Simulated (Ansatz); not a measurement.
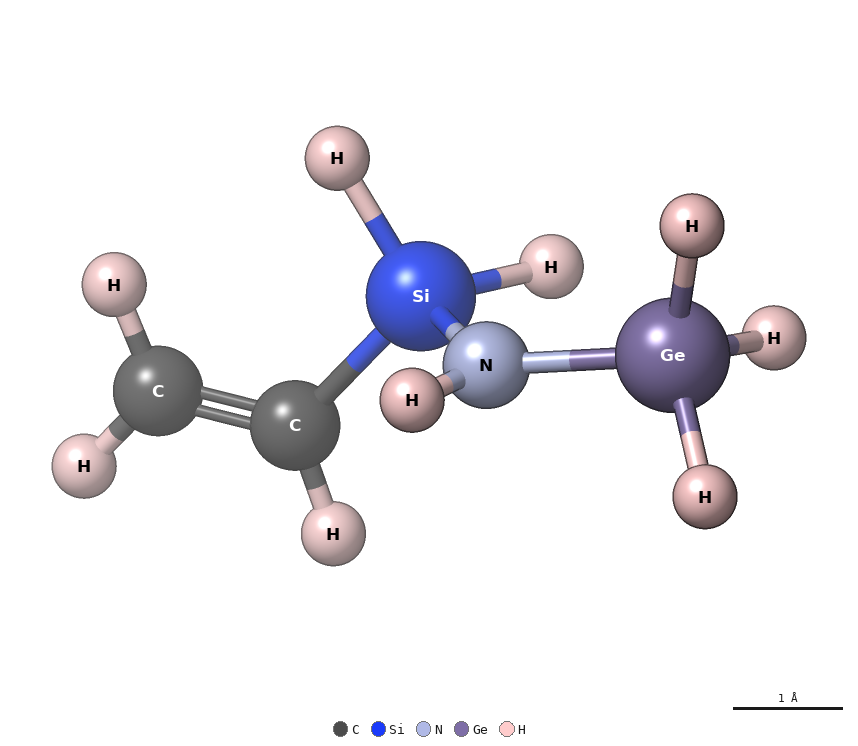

Atoms fade into the background with distance from the viewer. The computed structure is the end point of a PBE0-D4/def2-TZVP optimisation. Masses are those of the most abundant isotopes; constants are for the rigid equilibrium geometry.

Q: What kind of rotor is it, and what are its rotational constants in MHz?

A: An asymmetric top (C1): A = 11852, B = 778, C = 763 MHz. Ray's parameter κ is −1.00, close to the prolate limit.
